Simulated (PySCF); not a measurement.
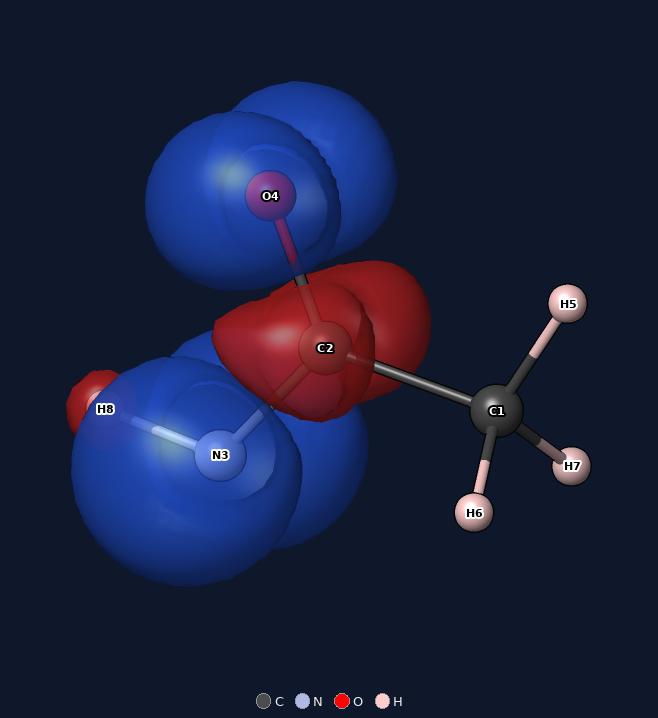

Figure. C2H4NO, doublet, SMILES `CC([NH])=O`. Spin density ρα − ρβ at ±0.02 e/Å³ (blue: excess α, red: excess β).

PySCF calculation, B3LYP/6-31G*, gas phase; geometry: GFN2-xTB. No frequency check shows the geometry to be a minimum. The stability of the open-shell solution wasn't checked. GFN2-xTB doesn't know the spin state, so this open-shell geometry is rough.

Where is the unpaired spin?

Hirshfeld spin populations: N3 +0.59 and O4 +0.42. Spin polarisation leaves negative spin on C2 (−0.02). ⟨S²⟩ = 0.78, against 0.75 for a pure state. The picture also shows regions of β spin from spin polarisation; the Hirshfeld sums, whose atoms overlap, net them against the α spin of neighbours.
